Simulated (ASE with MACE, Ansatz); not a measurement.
# Σ11 (113)[1-10] symmetric tilt boundary in W (88 atoms): boundary energy

What is the boundary energy of this cell, counted against the bulk crystal, and how far does it hang on functional and mesh?

Calculated with Ansatz 0.2.0: Kohn-Sham DFT, PBE, PAW (set soft_2), plane waves; cutoff 420 eV, fermi-dirac smearing of 0.1 eV. Cutoffs: 420 eV for PBE and PBEsol; 500 eV for r2SCAN.

**The cells**

The cell holds 88 atoms: 88 W. Its edges and angles: a = 9.009 Å, b = 10.072 Å, c = 22.057 Å, α = 90.0°, β = 90.0°, γ = 132.1°. It derives from W. The starting structure: Two grains of W, one the mirror image of the other in the boundary plane, two boundaries a cell; of 6 trial joints (lateral shifts, openings, close atoms taken out) the lowest after a short relaxation with the MACE-MP-0b2 potential was kept (shift [0.5, 0.0] of the surface cell, opening 0.97 Å, one of each pair under 1.93 Å removed), then its atoms and the cell's length along the normal were relaxed with that potential. Lattice constants are starting values near those of PBE.

The bulk reference is W2 in a cell of 2 atoms, 16.155 Å³ an atom.

The input of the single point on the relaxed cell:

```yaml
crystal:
  lattice:
    - [9.00854, 0.0, 0.0]
    - [-6.75641, 7.46949, 0.0]
    - [0.0, 0.0, 22.05652]
  atoms:
    - { symbol: W, position: [0.49929, 0.33214, 0.01066] }
    - { symbol: W, position: [0.2186, 0.95802, 0.01303] }
    - { symbol: W, position: [0.44838, 0.5977, 0.02547] }
    - { symbol: W, position: [0.17304, 0.23059, 0.07133] }
    [... 82 atom lines left out ...]
    - { symbol: W, position: [0.7133, 0.95121, 0.51301] }
    - { symbol: W, position: [0.93318, 0.57761, 0.51061] }
kpoints:
  mp_grid: { grid: [5, 5, 2] }
hamiltonian:
  xc: pbe
scf:
  occupations: { method: fermi_dirac, width: 0.1 }
output:
  forces: true
  stress: true
  populations: true
  dos:
    method: { smearing: { sigma: 0.08 } }
    de: 0.1
    projected:
      site_lists:
        W: [W]
        lower_grain: [... 44 sites ...]
        upper_grain: [... 44 sites ...]
  eigenvalues: true
  write_density: true
  write_potential: true
  volumetric_format: npy
```

| cell | formula | k-mesh | relaxation steps | gain on relaxing (eV) | free energy, PBE (eV) | time of its runs on this page |
| --- | --- | --- | --- | --- | --- | --- |
| Sigma11 (113)[1-10] symmetric tilt boundary in W | W88 | 5×5×2 (relaxed on 4×3×1) | 19 | 9.30 | -913845.061 | 2.6 min |
| bulk W | W2 | 17×17×17 | - | - | -20769.662 | 8.5 s |

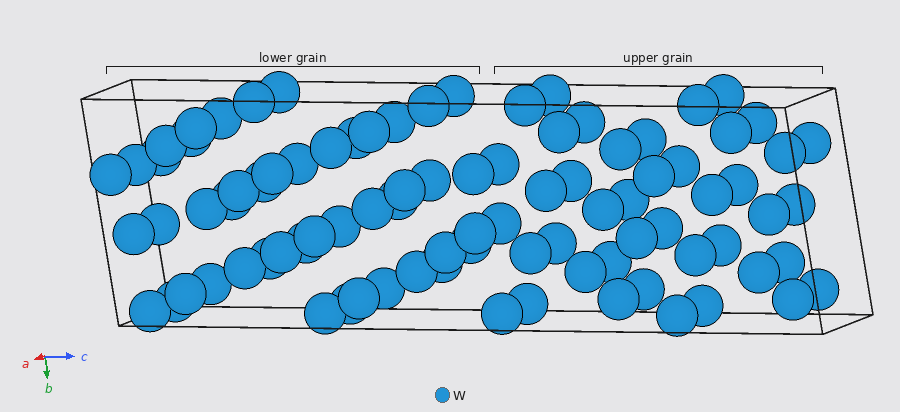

The relaxed cell. Some periodic images of atoms are drawn too.

**Boundary energy**

The excess is the cell's free energy less 44 times that of the bulk cell. It is divided by twice the area, as the cell holds two boundaries, so the value is their mean, and they need not be alike (67.29 Å²), with 1 eV/Å² = 16.022 J/m².

| level | k-mesh | excess (eV) | boundary energy (J/m²) | per area (meV/Å²) |
| --- | --- | --- | --- | --- |
| PBE | 5×5×2 | 20.058 | 2.388 | 149.0 |
| PBE, denser mesh | 7×6×2 | 20.069 | 2.389 | 149.1 |
| r2SCAN | 5×5×2 | 22.774 | 2.711 | 169.2 |
| PBEsol | 5×5×2 | 22.256 | 2.650 | 165.4 |

Worked for the first row at PBE: (-913845.061) − 44 × (-20769.662) = 20.058 eV (from unrounded energies).

Then 20.058 / (2 × 67.29) × 16.022 = 2.388 J/m².

**Findings**

At PBE the boundary energy is 2.39 J/m². At the same geometries the levels give 2.39 (PBE) to 2.71 J/m² (r2SCAN) and the denser mesh leaves it within 0.01 J/m². Relaxing the atoms lowered it by 1.108 J/m² from the start (on the 4×3×1 mesh of the relaxation), and the farthest atom moved 0.65 Å.

Limits: The cell edges were held, so the lattice is the typed one for every functional, and the length along the normal is the one that the machine-learned potential gave. Cell and bulk are sampled on unlike meshes, and the error grows with the number of atoms subtracted. These are free energies under a smearing of 0.1 eV, whose entropy term isn't removed. The joint was picked among a few trials by a machine-learned potential, and a lower one may exist. Spin–orbit coupling is left out, which matters for the levels of the heavy elements.

[Logs are printed without paths, hosts, clocks, repeated set-up lines and the standing remarks that a program may print on its own settings, such as how far it seeks lower states.]

[Hosts, paths, dates, database ids (printed as entryN), source tags and the programs' standing remarks are cut or masked in the printed files.]
